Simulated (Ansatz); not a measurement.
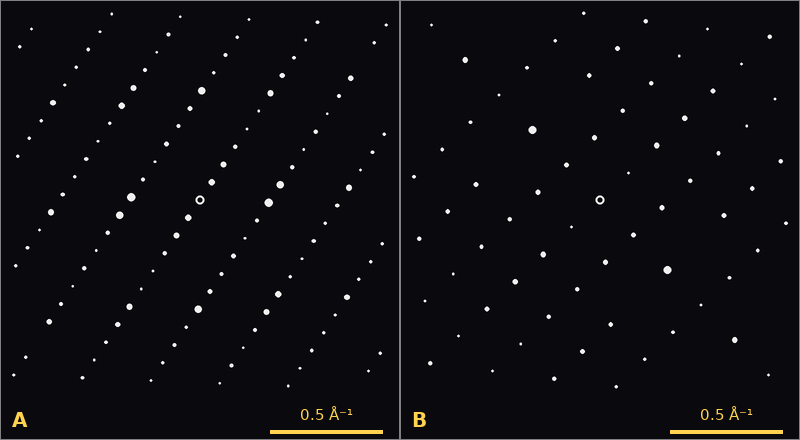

Kinematic electron diffraction patterns (120 kV, B = 0.5 Å², same scale, each along a low-index zone) of two structures of composition Ca2Br3, each relaxed at zero pressure with DFT PBE, scalar-relativistic, plane waves, PAW in Ansatz 0.2.0.

The structures (standard cells):
1. P4/mbm (No. 127), a = 8.006 Å, c = 4.574 Å, 10 atoms; generated start, possibly hypothetical
2. R-3m (No. 166), a = 4.368 Å, c = 31.278 Å (hexagonal axes), 15 atoms; generated start, possibly hypothetical

Which pattern belongs to which structure, and along which zone?

A is structure 2 along [100] or an equivalent direction: oblique net of 0 0 3 at d = 10.43 Å and 0 -1 1 (weak) at d = 3.76 Å, 83.1° apart (some points of this net are extinct or too weak to see). B is structure 1 along [110] or an equivalent direction: rectangular net of 1 -1 0 (weak) at d = 5.66 Å and 0 0 1 at d = 4.57 Å, 90.0° apart (some points of this net are extinct or too weak to see).

Rank the structures by their computed energy.

Structure 2 (R-3m, 34.46 Å³ an atom) is the lowest of these; structure 1 (P4/mbm, 29.31 Å³ an atom) lies about 77 meV an atom higher. These are static energies at 0 K; other structures, not shown, may lie lower still.
